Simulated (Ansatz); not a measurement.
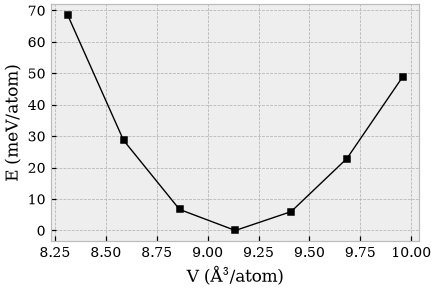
GaN (rock salt, Fm-3m) under volume change, plane-wave PAW LDA (Ansatz code), scaled uniformly.

### Question
What does a third-order Birch–Murnaghan fit give for V₀, B₀ and B′?

### Answer
V₀ = 9.14 Å³/atom, B₀ = 249 GPa, B′ = 4.6.

This is a known high-pressure phase of the composition, computed here at zero pressure and temperature. The cell was relaxed with LDA under the symmetry of its start; phonons on a q-mesh show no instability.

Potentials: the later of the program's two PAW sets.
